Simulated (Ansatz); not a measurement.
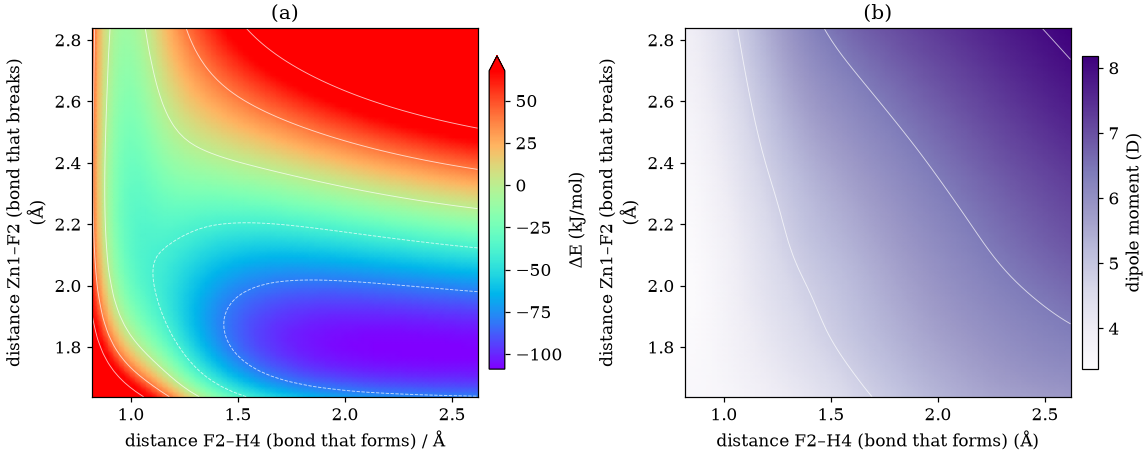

The reacting system ClFH₃NZn (fragments ClFH₃NZn where the first distance is long, ClH₂NZn + FH where the second is long). 
- The first coordinate is: distance F2–H4 (bond that forms); the second: distance Zn1–F2 (bond that breaks).
- Relaxed at each point: all other coordinates.
- The scan uses a 9 × 9 grid.
- Points are written as (first, second).
- Energies are in kJ/mol, from a guessed transition structure relaxed with its forming and breaking bonds held.
- The reference is spin-restricted, so regions where a bond is pulled apart into radicals lie too high.
- Level of theory: RKS PBE0-D4/def2-SVP in Ansatz 0.2.0.

Panel (a) is the energy; panel (b) is the computed dipole moment, in D.

In the figure: a smooth colour map with a few white contour lines, one colour for all values above the top of the scale. Between grid points the surface is interpolated.

How does the dipole moment vary over the map, and what is it at the lowest grid point?

Answer. Leaving out the highest fifth of the energies, it runs from 3.39 D at (0.819 Å, 2.143 Å) to 7.19 D at (2.619 Å, 2.305 Å). At the lowest grid point, (2.075 Å, 1.850 Å), it is 5.78 D.
